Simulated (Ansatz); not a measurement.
**FH7SSi2 (built from SMILES F[SiH2][SiH3].S): a short trajectory**

The task is to watch the atoms for 40 steps of 1.0 fs, started with velocities for 500 K and run at constant energy, and see to which side of the barrier the system falls.

Method: PBE-D4/def2-SVP; program: Ansatz 0.2.0, Gaussian basis.

## 1. Where the work starts

The start, a first-order saddle point found at PBE0-D4 in triple zeta: 11 atoms, charge 0, spin multiplicity 1.

Atoms are counted from 1 here; the program's logs count them from 0.

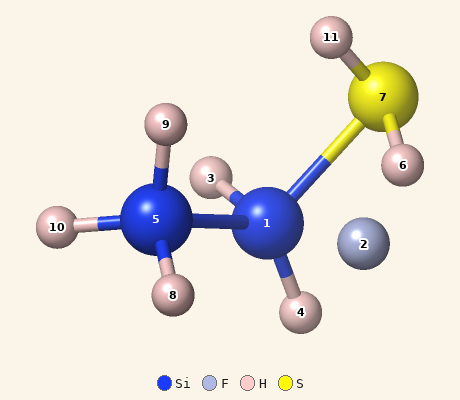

The starting geometry (silicon blue, fluorine light blue, hydrogen pink, sulfur yellow); atoms are numbered from 1 in the order of the file.

Coordinates:

```
Si   -0.6614   -0.0071   -0.6588
F    -0.1284   -1.7490   -0.0052
H    -0.6735    1.2837   -1.4387
H    -1.9438   -0.6146   -1.0830
Si   -0.2518    0.7684    1.5094
H     0.7892   -1.6945   -0.9425
S     1.1700   -0.7513   -2.0284
H    -0.7688   -0.1440    2.5607
H     1.2286    0.8765    1.6653
H    -0.8292    2.1274    1.6953
H     2.0690   -0.0955   -1.2742
```

## 2. Dynamics

md/in.yaml

```yaml
crystal:
  periodic: [false, false, false]
  atoms:
    - {symbol: Si, position_ang: [-0.661383, -0.007062, -0.658803]}
    - {symbol: F, position_ang: [-0.128399, -1.748955, -0.005218]}
    - {symbol: H, position_ang: [-0.673543, 1.283669, -1.438733]}
    - {symbol: H, position_ang: [-1.943786, -0.614638, -1.083003]}
    - {symbol: Si, position_ang: [-0.251834, 0.768391, 1.509426]}
    - {symbol: H, position_ang: [0.789231, -1.694508, -0.942455]}
    - {symbol: S, position_ang: [1.169978, -0.751315, -2.028384]}
    - {symbol: H, position_ang: [-0.768821, -0.144023, 2.560721]}
    - {symbol: H, position_ang: [1.228576, 0.876529, 1.665334]}
    - {symbol: H, position_ang: [-0.829166, 2.127361, 1.695283]}
    - {symbol: H, position_ang: [2.069047, -0.095547, -1.274167]}
basis:
  gaussian: {orbitals: def2-SVP}
hamiltonian: {xc: pbe, dispersion: d4}
md: {n_steps: 40, timestep: 1.0, temperature: 500, ensemble: nve, seed: 255, initial_velocities: maxwell_boltzmann}
```

Run with:

```bash
$ ansatz run in.yaml --threads 4 --pin off --events-out ev --progress --plain --max-ram 9574MiB
```

Log:

```text
Functional definition: PBE
  name "PBE"
  cite "Perdew, Burke & Ernzerhof, Phys. Rev. Lett. 77, 3865 (1996) doi:10.1103/PhysRevLett.77.3865"
  parent pbe
  parameter kappa = 0.804
  parameter beta = 0.06672455060314922
  exchange = pbe_x(kappa = kappa, mu = beta*pi^2/3)
  correlation = pbe_c(beta = beta)
1151 factors; their error is unknown
mean field evaluation 1: about -29392.4432 eV, gradient 3.3e1 eV
mean field evaluation 2: about -29384.3758 eV, gradient 7.9e1 eV
mean field evaluation 4: about -29394.7739 eV, gradient 2.6e0 eV
mean field evaluation 8: about -29394.7914 eV, gradient 6.6e-2 eV
mean field evaluation 16: about -29394.7001 eV, gradient 1.9e-5 eV
mean field -29394.70014048 eV, -1080.2353057193 hartree, gradient 1.9e-5 eV, S^2 0.000000; 0 other end points of the search recorded, 0 dependent functions left out
the calculation of the forces begins
reference -29394.70017701 eV, -1080.2353070617 hartree; 30, 30 occupied and 73, 73 virtual orbitals, 1151 factors
md step     0: t =     0.00 fs  T =   500.0 K  F+E_penalty+E_count = -29394.96013134 eV  E_kin = 0.581670 eV  conserved = -29394.37846134 eV  (26 SCF iters)
these checks for a lower state are left out or cut short: starts, cluster_reference, orbital_swaps, neighbouring_geometries, increment
1151 factors; their error is unknown
mean field -29394.68439653 eV, -1080.2347271399 hartree, gradient 1.2e-5 eV, S^2 0.000000; 0 other end points of the search recorded, 0 dependent functions left out
the calculation of the forces begins
reference -29394.68443314 eV, -1080.2347284853 hartree; 30, 30 occupied and 73, 73 virtual orbitals, 1151 factors
md step     1: t =     1.00 fs  T =   486.7 K  F+E_penalty+E_count = -29394.94425405 eV  E_kin = 0.566150 eV  conserved = -29394.37810426 eV  (29 SCF iters, 3 dispersion substeps)
these checks for a lower state are left out or cut short: starts, cluster_reference, orbital_swaps, neighbouring_geometries, increment
1151 factors; their error is unknown
mean field -29394.62515658 eV, -1080.2325501117 hartree, gradient 1.3e-5 eV, S^2 0.000000; 0 other end points of the search recorded, 0 dependent functions left out
the calculation of the forces begins
reference -29394.62519327 eV, -1080.2325514600 hartree; 30, 30 occupied and 73, 73 virtual orbitals, 1151 factors
md step     2: t =     2.00 fs  T =   437.4 K  F+E_penalty+E_count = -29394.88485631 eV  E_kin = 0.508820 eV  conserved = -29394.37603633 eV  (29 SCF iters, 3 dispersion substeps)
[... from here on, the SCF cycles and remarks between the steps are left out ...]
md step     3: t =     3.00 fs  T =   376.9 K  F+E_penalty+E_count = -29394.81244574 eV  E_kin = 0.438422 eV  conserved = -29394.37402375 eV  (29 SCF iters, 3 dispersion substeps)
md step     4: t =     4.00 fs  T =   330.3 K  F+E_penalty+E_count = -29394.75756510 eV  E_kin = 0.384246 eV  conserved = -29394.37331911 eV  (29 SCF iters, 3 dispersion substeps)
md step     5: t =     5.00 fs  T =   307.7 K  F+E_penalty+E_count = -29394.73172012 eV  E_kin = 0.357946 eV  conserved = -29394.37377373 eV  (29 SCF iters, 3 dispersion substeps)
md step     6: t =     6.00 fs  T =   303.9 K  F+E_penalty+E_count = -29394.72821951 eV  E_kin = 0.353578 eV  conserved = -29394.37464112 eV  (29 SCF iters, 3 dispersion substeps)
md step     7: t =     7.00 fs  T =   307.3 K  F+E_penalty+E_count = -29394.73295775 eV  E_kin = 0.357541 eV  conserved = -29394.37541695 eV  (29 SCF iters, 3 dispersion substeps)
md step     8: t =     8.00 fs  T =   307.2 K  F+E_penalty+E_count = -29394.73316644 eV  E_kin = 0.357424 eV  conserved = -29394.37574258 eV  (30 SCF iters, 3 dispersion substeps)
md step     9: t =     9.00 fs  T =   299.7 K  F+E_penalty+E_count = -29394.72393636 eV  E_kin = 0.348681 eV  conserved = -29394.37525538 eV  (29 SCF iters, 3 dispersion substeps)
md step    10: t =    10.00 fs  T =   291.7 K  F+E_penalty+E_count = -29394.71343494 eV  E_kin = 0.339324 eV  conserved = -29394.37411137 eV  (28 SCF iters, 3 dispersion substeps)
md step    11: t =    11.00 fs  T =   297.6 K  F+E_penalty+E_count = -29394.71959760 eV  E_kin = 0.346231 eV  conserved = -29394.37336650 eV  (29 SCF iters, 3 dispersion substeps)
md step    12: t =    12.00 fs  T =   326.8 K  F+E_penalty+E_count = -29394.75434416 eV  E_kin = 0.380209 eV  conserved = -29394.37413507 eV  (28 SCF iters, 3 dispersion substeps)
md step    13: t =    13.00 fs  T =   370.5 K  F+E_penalty+E_count = -29394.80760304 eV  E_kin = 0.431045 eV  conserved = -29394.37655815 eV  (27 SCF iters, 3 dispersion substeps)
md step    14: t =    14.00 fs  T =   402.1 K  F+E_penalty+E_count = -29394.84683398 eV  E_kin = 0.467731 eV  conserved = -29394.37910262 eV  (28 SCF iters, 3 dispersion substeps)
md step    15: t =    15.00 fs  T =   399.7 K  F+E_penalty+E_count = -29394.84309074 eV  E_kin = 0.465033 eV  conserved = -29394.37805737 eV  (27 SCF iters, 3 dispersion substeps)
md step    16: t =    16.00 fs  T =   383.6 K  F+E_penalty+E_count = -29394.81989078 eV  E_kin = 0.446199 eV  conserved = -29394.37369130 eV  (28 SCF iters, 3 dispersion substeps)
md step    17: t =    17.00 fs  T =   397.6 K  F+E_penalty+E_count = -29394.83695355 eV  E_kin = 0.462498 eV  conserved = -29394.37445587 eV  (29 SCF iters, 3 dispersion substeps)
md step    18: t =    18.00 fs  T =   435.5 K  F+E_penalty+E_count = -29394.88490798 eV  E_kin = 0.506637 eV  conserved = -29394.37827094 eV  (26 SCF iters, 3 dispersion substeps)
md step    19: t =    19.00 fs  T =   455.7 K  F+E_penalty+E_count = -29394.90878203 eV  E_kin = 0.530124 eV  conserved = -29394.37865812 eV  (29 SCF iters, 3 dispersion substeps)
md step    20: t =    20.00 fs  T =   445.1 K  F+E_penalty+E_count = -29394.89506587 eV  E_kin = 0.517851 eV  conserved = -29394.37721532 eV  (28 SCF iters, 3 dispersion substeps)
md step    21: t =    21.00 fs  T =   418.0 K  F+E_penalty+E_count = -29394.86189845 eV  E_kin = 0.486312 eV  conserved = -29394.37558637 eV  (29 SCF iters, 3 dispersion substeps)
md step    22: t =    22.00 fs  T =   396.0 K  F+E_penalty+E_count = -29394.83453582 eV  E_kin = 0.460722 eV  conserved = -29394.37381390 eV  (29 SCF iters, 3 dispersion substeps)
md step    23: t =    23.00 fs  T =   401.9 K  F+E_penalty+E_count = -29394.84018128 eV  E_kin = 0.467526 eV  conserved = -29394.37265493 eV  (29 SCF iters, 3 dispersion substeps)
md step    24: t =    24.00 fs  T =   448.2 K  F+E_penalty+E_count = -29394.89510883 eV  E_kin = 0.521442 eV  conserved = -29394.37366683 eV  (29 SCF iters, 3 dispersion substeps)
md step    25: t =    25.00 fs  T =   519.9 K  F+E_penalty+E_count = -29394.98245000 eV  E_kin = 0.604839 eV  conserved = -29394.37761136 eV  (29 SCF iters, 3 dispersion substeps)
md step    26: t =    26.00 fs  T =   568.9 K  F+E_penalty+E_count = -29395.04430636 eV  E_kin = 0.661805 eV  conserved = -29394.38250168 eV  (27 SCF iters, 3 dispersion substeps)
md step    27: t =    27.00 fs  T =   551.6 K  F+E_penalty+E_count = -29395.02174776 eV  E_kin = 0.641683 eV  conserved = -29394.38006513 eV  (28 SCF iters, 3 dispersion substeps)
md step    28: t =    28.00 fs  T =   518.8 K  F+E_penalty+E_count = -29394.97203033 eV  E_kin = 0.603508 eV  conserved = -29394.36852260 eV  (28 SCF iters, 3 dispersion substeps)
md step    29: t =    29.00 fs  T =   580.6 K  F+E_penalty+E_count = -29395.04837952 eV  E_kin = 0.675430 eV  conserved = -29394.37294939 eV  (27 SCF iters, 3 dispersion substeps)
md step    30: t =    30.00 fs  T =   699.6 K  F+E_penalty+E_count = -29395.19646112 eV  E_kin = 0.813841 eV  conserved = -29394.38262043 eV  (29 SCF iters, 3 dispersion substeps)
md step    31: t =    31.00 fs  T =   766.4 K  F+E_penalty+E_count = -29395.27326561 eV  E_kin = 0.891620 eV  conserved = -29394.38164525 eV  (29 SCF iters, 3 dispersion substeps)
md step    32: t =    32.00 fs  T =   769.3 K  F+E_penalty+E_count = -29395.27279872 eV  E_kin = 0.894955 eV  conserved = -29394.37784337 eV  (28 SCF iters, 3 dispersion substeps)
md step    33: t =    33.00 fs  T =   750.2 K  F+E_penalty+E_count = -29395.24772401 eV  E_kin = 0.872730 eV  conserved = -29394.37499352 eV  (29 SCF iters, 3 dispersion substeps)
md step    34: t =    34.00 fs  T =   747.6 K  F+E_penalty+E_count = -29395.24303404 eV  E_kin = 0.869672 eV  conserved = -29394.37336174 eV  (29 SCF iters, 3 dispersion substeps)
md step    35: t =    35.00 fs  T =   782.9 K  F+E_penalty+E_count = -29395.28433320 eV  E_kin = 0.910835 eV  conserved = -29394.37349837 eV  (30 SCF iters, 3 dispersion substeps)
md step    36: t =    36.00 fs  T =   852.0 K  F+E_penalty+E_count = -29395.36785115 eV  E_kin = 0.991174 eV  conserved = -29394.37667670 eV  (28 SCF iters, 3 dispersion substeps)
md step    37: t =    37.00 fs  T =   912.4 K  F+E_penalty+E_count = -29395.44410308 eV  E_kin = 1.061451 eV  conserved = -29394.38265179 eV  (27 SCF iters, 3 dispersion substeps)
md step    38: t =    38.00 fs  T =   905.4 K  F+E_penalty+E_count = -29395.43569184 eV  E_kin = 1.053303 eV  conserved = -29394.38238877 eV  (27 SCF iters, 3 dispersion substeps)
md step    39: t =    39.00 fs  T =   859.7 K  F+E_penalty+E_count = -29395.37046037 eV  E_kin = 1.000165 eV  conserved = -29394.37029526 eV  (29 SCF iters, 3 dispersion substeps)
these checks for a lower state are left out or cut short: starts, cluster_reference, orbital_swaps, neighbouring_geometries, increment
1151 factors; their error is unknown
mean field -29395.15094831 eV, -1080.2518726016 hartree, gradient 1.5e-5 eV, S^2 0.000000; 0 other end points of the search recorded, 0 dependent functions left out
the calculation of the forces begins
reference -29395.15098470 eV, -1080.2518739386 hartree; 30, 30 occupied and 73, 73 virtual orbitals, 1151 factors
1151 factors; their error is unknown
mean field evaluation 352: about -29395.1509 eV, gradient 5.1e-5 eV
mean field -29395.15094831 eV, -1080.2518726016 hartree, gradient 1.5e-5 eV, S^2 0.000000; 1 other end points of the search recorded, 0 dependent functions left out
the calculation of the forces begins
reference -29395.15098470 eV, -1080.2518739386 hartree; 30, 30 occupied and 73, 73 virtual orbitals, 1151 factors
md step    40: t =    40.00 fs  T =   884.8 K  F+E_penalty+E_count = -29395.40438963 eV  E_kin = 1.029269 eV  conserved = -29394.37512072 eV  (27 SCF iters, 3 dispersion substeps)
Total energy: -29395.40442602 eV, -1080.2611877353 hartree
Atom 0 at    -0.656246     0.215852    -0.882004 Å, force     0.625755     0.656337     0.170709 eV/Å
Atom 1 at    -0.017260    -2.050884     0.273847 Å, force    -1.637955    -0.916983     3.037498 eV/Å
Atom 2 at    -0.999558     1.539105    -1.615656 Å, force     0.044693    -0.641490     0.222719 eV/Å
Atom 3 at    -1.598822    -0.916041    -1.172955 Å, force    -0.328440     0.418748    -0.019780 eV/Å
Atom 4 at    -0.247286     0.743194     1.535939 Å, force    -0.847704     0.095085    -0.698488 eV/Å
Atom 5 at     0.485946    -1.898660    -0.461252 Å, force     1.842200     0.275820    -2.636592 eV/Å
Atom 6 at     1.108245    -0.719840    -2.033855 Å, force    -0.057132     0.510337     0.622526 eV/Å
Atom 7 at    -0.852298    -0.332876     2.421119 Å, force     0.190376     0.165513    -0.217293 eV/Å
Atom 8 at     1.251309     0.792120     1.704796 Å, force    -0.113331     0.127589     0.086311 eV/Å
Atom 9 at    -0.982669     2.085924     1.926171 Å, force     0.687735    -0.776845    -0.342166 eV/Å
Atom 10 at     2.166520    -0.349970    -1.224818 Å, force    -0.406196     0.085890    -0.225443 eV/Å
Dipole moment:     0.129841     0.210876     0.071579 e Å
```

It took 41 s on 4 threads of Arm Neoverse V1, shared host.

## 3. Frames and traces

One row in 2 steps:

```tsv
time (fs)	T (K)	potential (meV)	potential + kinetic (meV)	Si1–S7 (Å)	F2–H6 (Å)	Si1–F2 (Å)	H6–S7 (Å)
0.00	500	0.0	0.0	2.405	1.313	1.935	1.488
2.00	437	75.3	2.4	2.386	1.324	1.939	1.478
4.00	330	202.6	5.1	2.368	1.320	1.944	1.489
6.00	304	231.9	3.8	2.352	1.298	1.951	1.520
8.00	307	227.0	2.7	2.339	1.257	1.960	1.569
10.00	292	246.7	4.3	2.328	1.195	1.971	1.631
12.00	327	205.8	4.3	2.319	1.109	1.986	1.709
14.00	402	113.3	-0.6	2.312	1.007	2.004	1.800
16.00	384	140.2	4.8	2.306	0.941	2.026	1.876
18.00	436	75.2	0.2	2.301	0.973	2.054	1.899
20.00	445	65.1	1.2	2.297	1.054	2.088	1.897
22.00	396	125.6	4.6	2.295	1.099	2.127	1.907
24.00	448	65.0	4.8	2.295	1.073	2.171	1.936
26.00	569	-84.2	-4.0	2.296	0.982	2.219	1.987
28.00	519	-11.9	9.9	2.297	0.903	2.271	2.030
30.00	700	-236.3	-4.2	2.299	0.952	2.327	1.996
32.00	769	-312.7	0.6	2.300	1.047	2.385	1.934
34.00	748	-282.9	5.1	2.302	1.081	2.443	1.913
36.00	852	-407.7	1.8	2.303	1.029	2.502	1.952
38.00	905	-475.6	-3.9	2.305	0.927	2.561	2.034
40.00	885	-444.3	3.3	2.306	0.904	2.623	2.062
```

Energies count from the start.

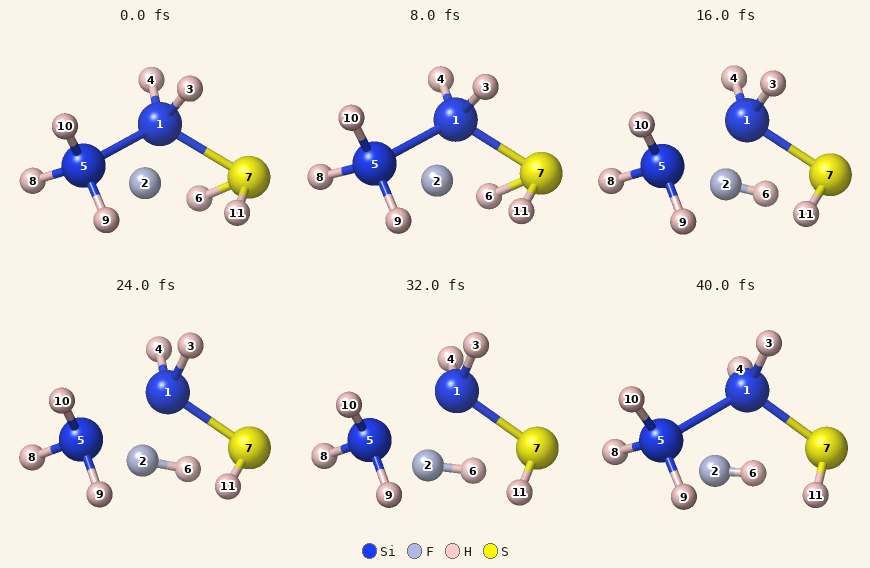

Six frames.

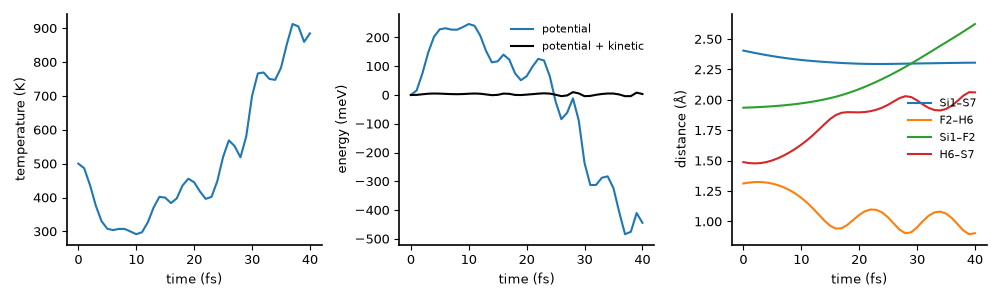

Temperature, energies and the distances followed.

Positions (Å) and forces (eV/Å) at 16.00 fs:

```xyz
11

Si   -0.655   -0.004   -0.796    0.267    1.851    0.775
F    -0.086   -1.758    0.043   -1.573   -1.390    2.910
H    -0.731    1.306   -1.506   -0.221    0.451   -0.173
H    -1.951   -0.656   -1.110   -0.158   -0.270   -0.096
Si   -0.238    0.776    1.593   -0.031   -0.688   -1.415
H     0.489   -1.881   -0.691    1.738   -0.567   -1.884
S     1.144   -0.745   -2.033    0.518    0.540    0.514
H    -0.761   -0.131    2.648   -0.107   -0.337    0.121
H     1.247    0.888    1.802    0.067    0.083   -0.033
H    -0.907    2.072    1.784   -0.145    0.650    0.057
H     1.950   -0.222   -1.007   -0.355   -0.322   -0.776
```

Positions (Å) and forces (eV/Å) at 40.00 fs:

```xyz
11

Si   -0.656    0.216   -0.882    0.626    0.656    0.171
F    -0.017   -2.051    0.274   -1.638   -0.917    3.037
H    -1.000    1.539   -1.616    0.045   -0.641    0.223
H    -1.599   -0.916   -1.173   -0.328    0.419   -0.020
Si   -0.247    0.743    1.536   -0.848    0.095   -0.698
H     0.486   -1.899   -0.461    1.842    0.276   -2.637
S     1.108   -0.720   -2.034   -0.057    0.510    0.623
H    -0.852   -0.333    2.421    0.190    0.166   -0.217
H     1.251    0.792    1.705   -0.113    0.128    0.086
H    -0.983    2.086    1.926    0.688   -0.777   -0.342
H     2.167   -0.350   -1.225   -0.406    0.086   -0.225
```

## 4. Summary of results

```
                                                 quantity              value
                                                   length  40 steps, 40.0 fs
                                 temperature at the start              500 K
                            mean temperature, second half              656 K
lowest and highest potential energy, from the first frame   -484 and 247 meV
                    largest change of potential + kinetic            9.9 meV
                                   bonds lost by distance      Si1–F2, H6–S7
                                   bonds made by distance              F2–H6
```

What this shows: By the last frame it has moved towards the side where Si1–S7, F2–H6 form. The system runs downhill by 0.48 eV, and that energy turns into motion. With no thermostat the total energy should stay fixed; it holds within 9.9 meV, small beside the kinetic energy, so the time step serves. With 11 atoms the instant temperature spans 292 to 912 K.
